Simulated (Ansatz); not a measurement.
A series of calculations on AlH2Cl3

Part 1: Relaxation

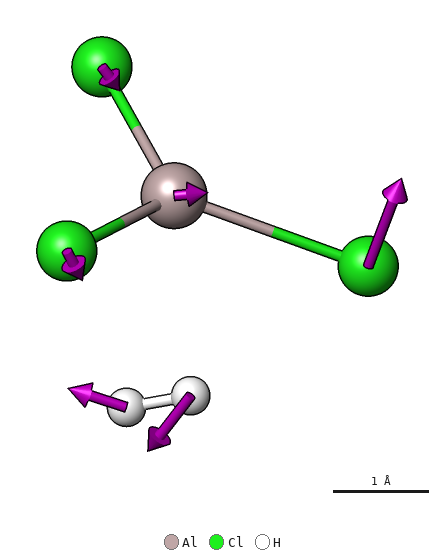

A relaxation of AlH₂Cl₃. The starting structure is drawn; purple arrows show the displacements, magnified 3 times. The two geometries are superimposed by the best rigid fit.

A ball-and-stick model, seen from a free direction.

The run prepares an end point of a later path (reaction) calculation, from a guessed geometry.

The calculation used RKS B3LYP-D4/6-31G* (Ansatz).

Input
```yaml
crystal:
  periodic: [false, false, false]
  atoms:
    - { symbol: Al, position_ang: [-0.002097, 0.240265, 0.058265] }
    - { symbol: Cl, position_ang: [-0.004185, 0.489347, 2.229971] }
    - { symbol: Cl, position_ang: [1.808036, 0.196879, -0.970651] }
    - { symbol: Cl, position_ang: [-1.81252, 0.148503, -0.966615] }
    - { symbol: H, position_ang: [0.089826, -2.412174, 0.812073] }
    - { symbol: H, position_ang: [0.064841, -1.92842, 1.331959] }
basis:
  gaussian: { orbitals: "6-31G*" }
hamiltonian:
  xc: b3lyp
  dispersion: d4
relax:
  f_tol: 0.03
  max_steps: 50
```

Command:
```bash
ansatz run input.yaml --threads 1 --pin off --max-ram 2048MiB --backend cpu --events-out ev --progress --plain --runs-dir out
```

Question: What happened in the run?

Answer: The atom that moves furthest after the best rigid fit is Cl2 (0.39 Å). By element the largest moves are Cl 0.39 Å, H 0.28 Å, Al 0.12 Å. Among the contacts that change: Al1–Cl2 2.186 → 2.087 Å, H5–H6 0.711 → 0.746 Å. The energy falls by 0.158 eV in 7 geometry steps. The largest force component goes from 1.3 to 0.022 eV/Å.

Limits of the set-up: the start holds two separate molecules, 2.5 Å apart at their closest, whose relative position is a soft coordinate.

Part 2: Relaxation

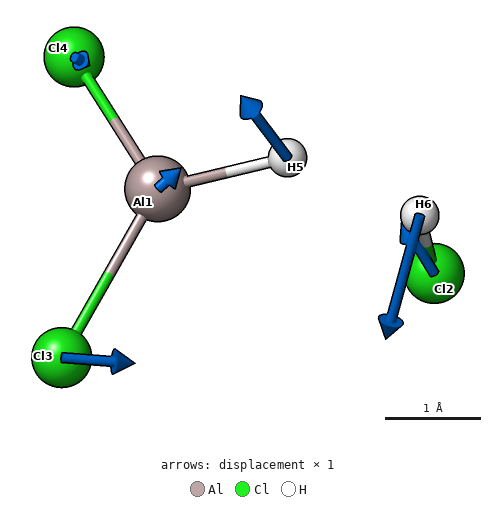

This is a relaxation of AlH2Cl3. The starting structure is drawn; blue arrows show the displacements, at their true length. The two geometries are superimposed by the best rigid fit.

The picture is a ball-and-stick view, seen at a tilt.

The run prepares an end point of a later path (reaction) calculation, from a guessed geometry.

Method: Ansatz, RKS B3LYP-D4/6-31G*. Settings: no spin polarisation; force threshold 0.03 eV/Å; at most 50 steps.

**What did the optimiser do to the structure, and how much energy did it gain?**

The atom that moves furthest after the best rigid fit is H6 (1.53 Å). Largest moves by element: H 1.53 Å, Cl 0.81 Å, Al 0.35 Å. Some distances before and after: Al1–Cl2 3.428 → 2.674 Å, Cl2–H6 1.337 → 1.295 Å, Al1–Cl3 2.095 → 2.130 Å, Al1–Cl4 2.095 → 2.112 Å. New bonds form, among them: Al1–Cl2 (3.43 → 2.67 Å). Among the angles between lasting bonds that change: Cl3–Al1–Cl4 119.8° → 116.6°. The energy falls by 6.92 kcal/mol in 29 accepted moves (37 points after the start). The largest force component goes from 0.9 to 0.017 eV/Å. The line search rejected the trial steps at points 2, 12, 14, 18, 22, 26, 34, 36 of the run. The forces were under the threshold at step 9, but the run went on from there.

Part 3: Path

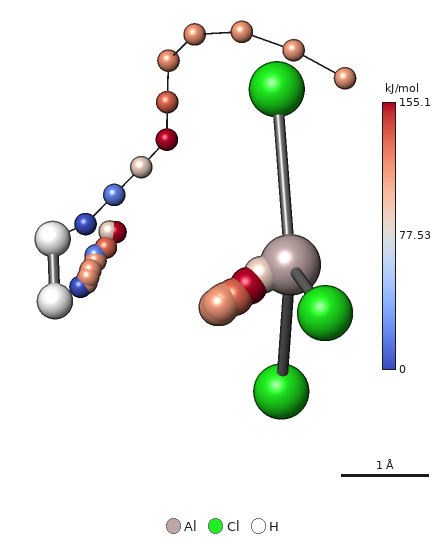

A nudged-elastic-band calculation for AlH2Cl3, made up at the start of AlCl3 and H$_{2}$. Images are numbered from 0 (start) to 10 (end). The start is drawn whole; smaller spheres mark the moving atoms (Al, H) in the later images, joined by lines and coloured by the energy of the image relative to the start. The picture is a ball-and-stick view, seen at a tilt.

These are results of RKS B3LYP-D4/6-31G* (Ansatz), not measurements. Run with 9 movable images; climbing image; force threshold 0.03 eV/Å; iteration limit 60; starting path through a guess of the saddle point.

Question: Describe the path and its energy.

Answer: Breaking: H–H (0.75 → 3.83 Å). Forming: Al–H (2.79 → 1.57 Å), Cl–H (3.21 → 1.30 Å). The highest point, image 4, lies 155.1 kJ/mol above the start and 41.9 kJ/mol above the end; the end is at +113.2 kJ/mol relative to the start. The band is converged.

Limits of the set-up: the start holds two separate molecules, 2.8 Å apart at their closest, whose relative position is a soft coordinate.

Cost: 6.9 min on 1 thread of Intel(R) Xeon(R) CPU @ 2.60GHz (Ice Lake) (shared host), peak memory 0.19 GiB.
